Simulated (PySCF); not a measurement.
**Cl$_{2}$H$_{2}$HfO$_{2}$, SMILES `O[Hf](O)(Cl)Cl`: what the electrons do**

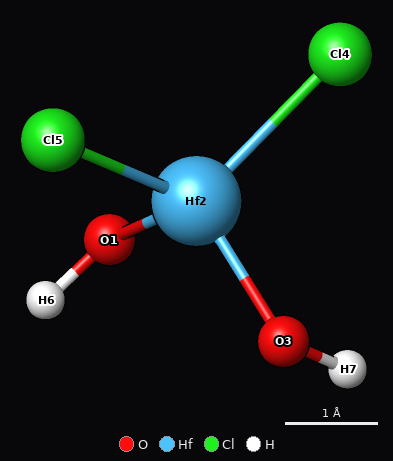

The molecule, with its atoms numbered as below. No frequency check shows the geometry to be a minimum.

Cartesian coordinates (Å):

```
O1       0.4006   -1.3152    1.4100
Hf2      0.0001   -0.1858    0.0001
O3      -0.4007   -1.3150   -1.4108
Cl4     -1.8171    1.1222    0.1991
Cl5      1.8166    1.1226   -0.1992
H6       1.1857   -1.8723    1.3746
H7      -1.1857   -1.8722   -1.3755
```

### 1. Bonding charge

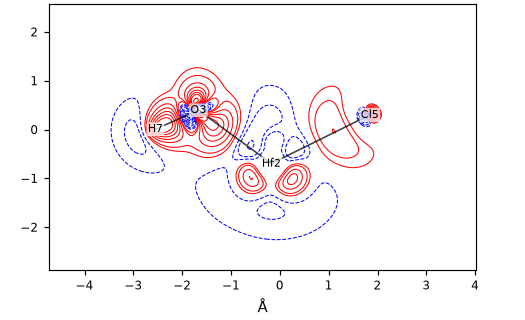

Deformation density (molecule less spherical, spin-averaged free atoms) in the plane of Hf2, O3, Cl5 and H7; contours at ±0.05 to ±0.8 e/Å³; solid red lines: gain, dashed blue lines: loss.

Level of theory: PBE0/def2-TZVP (PySCF), at a geometry from GFN2-xTB. Core potentials replace the inner electrons of Hf; spin–orbit coupling isn't included. This is a single-reference result, which may miss multireference character in this system.

Question: How much density has each bond in this plane gained at its critical point, relative to the free atoms?

Answer: Hf2–O3: +0.10 e/Å³ at the bond critical point (bond length 1.85 Å, Mayer order 1.1); up to 0.6 Å beside the axis the gain reaches +0.38 e/Å³. Hf2–Cl5: +0.08 e/Å³ at the bond critical point (bond length 2.25 Å, Mayer order 1.1). In all, 1.8 electrons gather in the regions of gain relative to the promolecule. A small or negative value marks a very polar bond, one between electron-rich atoms, whose free-atom densities already overlap strongly, a long bond to a heavier atom, or a closed-shell contact such as a hydrogen bond.

Question: Where do the Hirshfeld charges lie?

Answer: The highest Hirshfeld charge is on Hf2 (+0.73 e), the lowest on O1 and O3 (−0.36 e).

### 2. Bond critical points

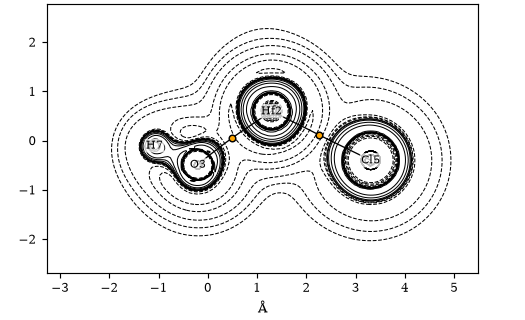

Negative Laplacian of the density (−∇²ρ) in the plane of Hf2, O3, Cl5 and H7 (solid lines positive, dashed lines negative, contours at ±0.02 to ±8 a.u.), with bond paths and bond critical points (dots).

Question: Sort the bonds in the plane by the sign of ∇²ρ at their critical points.

Answer: At none is it concentrated. Depleted (∇²ρ > 0): Hf2–O3 (+0.70 a.u., H = −0.062); Hf2–Cl5 (+0.29 a.u., H = −0.035). A positive Laplacian with negative H is typical of metal–ligand bonds.

### 3. Electrostatic potential

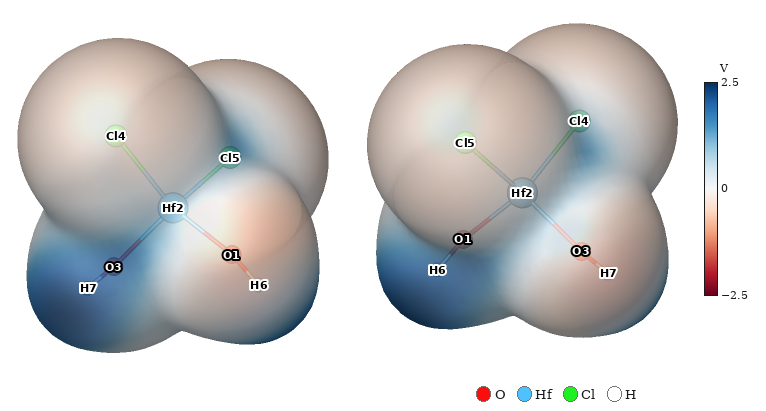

Electrostatic potential on the surface of electron density 0.001 a.u. (back view left, front view right).

Question: Where are the extremes of the potential on the surface?

Answer: Highest: 2.46 V, 1.2 Å from H6. Further maxima include 1.56 V, off the O1–Hf2 bond (2.2 to 2.3 Å from its atoms). Lowest: −0.79 V, 1.8 Å from O3, and at like points elsewhere. Further minima include −0.44 V, 2.1 Å from Cl4, and at like points elsewhere. The surface is sampled at points, so like sites can differ by a few per cent and only the strongest of them is named.

### 4. In an electric field

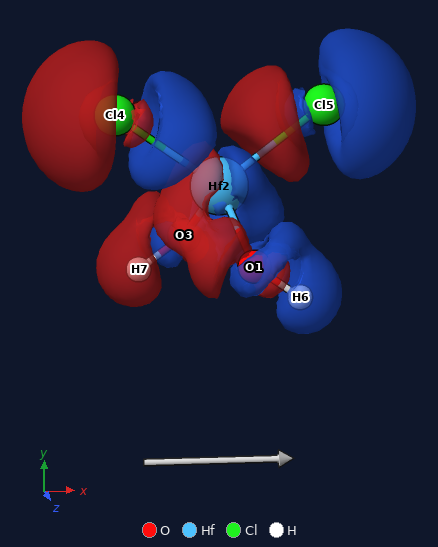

Change of the electron density in a uniform field of 0.21 V/Å along +x (arrow), surfaces at ±0.0015 e/Å³ (red: gain, blue: loss).

Computed with PySCF, PBE0/def2-TZVP, geometry: GFN2-xTB. Core potentials replace the inner electrons of Hf; spin–orbit coupling isn't included. This is a single-reference result, which may miss multireference character in this system. A basis without diffuse functions makes polarisabilities too small.

Question: What dipole is induced, and what polarisability does it imply?

Answer: The induced dipole is 0.72 D (along the field); α along this axis, from the fields in both directions, is 71 bohr³ (10.5 Å³).

Question: Which atoms gain and lose the most charge?

Answer: Electrons gather most on Cl4 (Hirshfeld charge changes by −0.018 e) and leave Cl5 most (+0.019 e); 0.059 electrons are displaced in all.

### 5. Removing or adding an electron

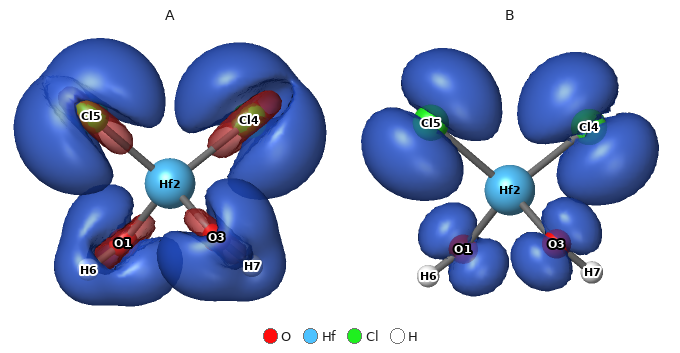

The Fukui function f⁻ from two separate SCF calculations and the density of the HOMO, at ±0.01 e/Å³ (blue positive, red negative).

Computed with PySCF, PBE0/def2-TZVP, geometry: GFN2-xTB. Core potentials replace the inner electrons of Hf; spin–orbit coupling isn't included. This is a single-reference result, which may miss multireference character in this system.

Question: Which panel is which, and how good is the frozen-orbital picture?

Answer: A is f⁻ (it has negative regions), B the HOMO density. The HOMO lies on Cl4 and Cl5 (39 % each), O1 and O3 (7 % each) and Hf2 (6 %); f⁻ (Hirshfeld-condensed) is largest on Cl4 and Cl5 (0.28 each); the vertical ionisation energy is 11.19 eV (the stability of the cation's solution wasn't checked). Relaxation shifts 22 % of the electron between atoms. The orbital energy is −9.22 eV.

The PySCF runs shown took 7.8 s, 19 s and 32 s on 1 thread of AMD EPYC 9R45 96-Core Processor (Zen 5), on a shared host.
